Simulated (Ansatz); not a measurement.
## Electronic structure of H$_{6}$PSi$_{2}$ (SMILES [SiH2]1[SiH2][PH2+]1) (charge +1) in real space

The calculation's input:

```
crystal:
  periodic: [false, false, false]
  atoms:
    - {symbol: P, position_ang: [1.180752, 1.873296, 0.772492]}
    - {symbol: Si, position_ang: [-0.587428, 0.672685, -0.121298]}
    - {symbol: Si, position_ang: [-0.051908, 2.772120, -0.970935]}
    - {symbol: H, position_ang: [-0.090298, -0.538024, -0.810016]}
    - {symbol: H, position_ang: [-1.676369, 0.548271, 0.871706]}
    - {symbol: H, position_ang: [-0.807211, 3.956754, -0.508930]}
    - {symbol: H, position_ang: [0.780551, 2.870953, -2.189367]}
    - {symbol: H, position_ang: [2.507010, 1.446546, 0.552259]}
    - {symbol: H, position_ang: [1.078153, 2.422772, 2.067534]}
basis:
  gaussian:
    orbitals: def2-TZVPD
total_charge: 1
hamiltonian:
  xc: pbe0
output: {forces: true, orbitals: {seedname: orbitals}}
```

Launched as:

```sh
ansatz run input.yaml --threads 1 --pin off --max-ram 2610MiB --events-out events.jsonl --progress --plain --runs-dir runs
```

Geometry: B3LYP-D3(BJ)/def2-SVP.

Computed with isolated molecule in a Gaussian basis; Kohn-Sham density functional theory, functional PBE0 (Ansatz).

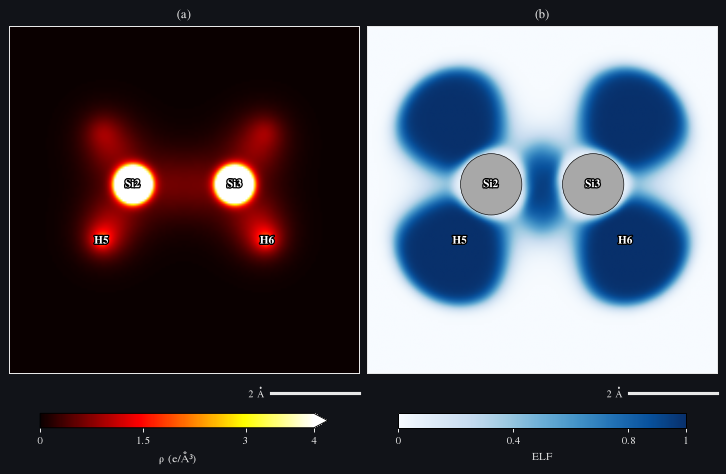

Figure 1. (a) total electron density; (b) ELF on the plane of atoms Si2, Si3 and H6. Grey discs cover the atomic cores in the ELF map.

Interpret the plot.

Atoms in the plane: Si and H.
Si–Si (2.33 Å): ρ at the midpoint is about 0.6 e/Å³; the ELF peaks at about 0.95 between the atoms (localised, covalent bonding).
Si–H (1.48 Å): ρ at the midpoint is about 0.83 e/Å³; the ELF climbs to about 1 towards the hydrogen, as it does in any bond to H.

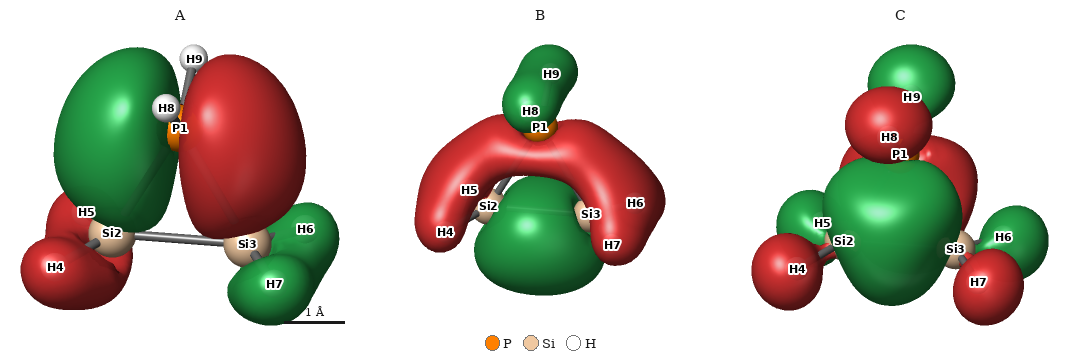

Figure 2. Three frontier orbitals at ±0.08 Å⁻³ᐟ² (green and red are the two phases), in no order.

Which picture is the HOMO−1, the HOMO and the LUMO?

A is the HOMO−1 (−13.34 eV). Its weight (Hirshfeld) is mainly on P1 (about 55 %), Si2 (about 15 %) and Si3 (about 15 %). B is the HOMO (−13.00 eV). Its weight (Hirshfeld) is mainly on Si2 (about 35 %), Si3 (about 35 %) and P1 (about 15 %). C is the LUMO (−6.48 eV). It lies mainly on P1 (about 30 %), Si2 (about 20 %), Si3 (about 20 %), H8 (about 5 %) and H9 (about 5 %).

What is the HOMO–LUMO gap?

6.52 eV between the orbital energies.

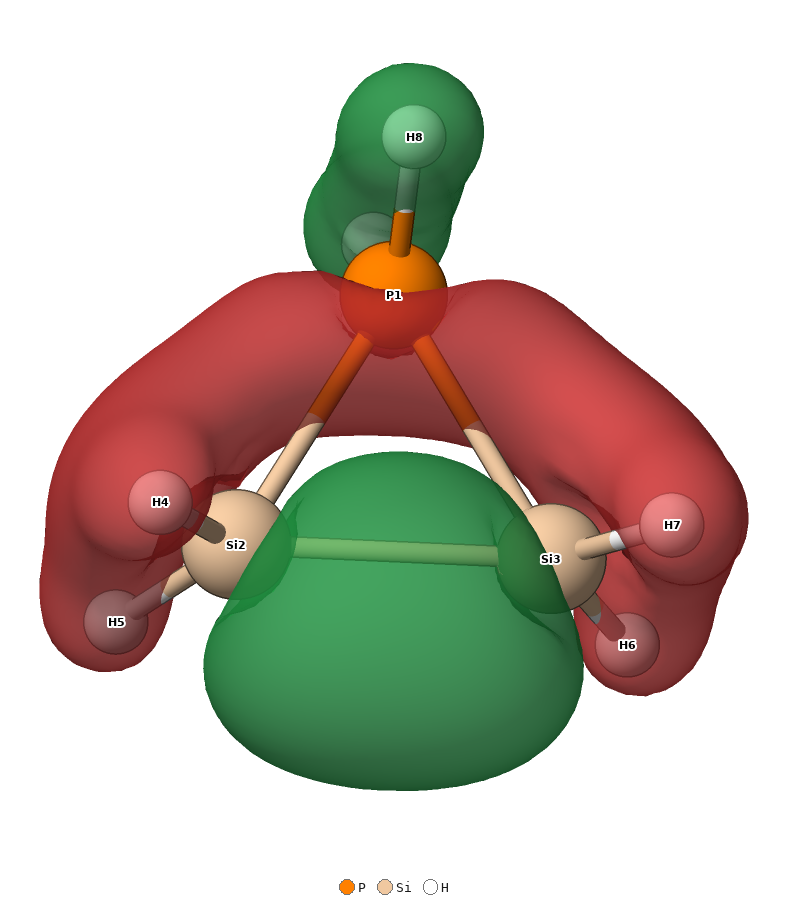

Figure 3. The HOMO at ±0.1 Å⁻³ᐟ² (green and red are the two phases), seen at a tilt.

Where does this orbital lie, and at what energy?

Its weight (Hirshfeld) is mainly on Si2 (about 35 %), Si3 (about 35 %) and P1 (about 15 %). Its energy is −13.00 eV.
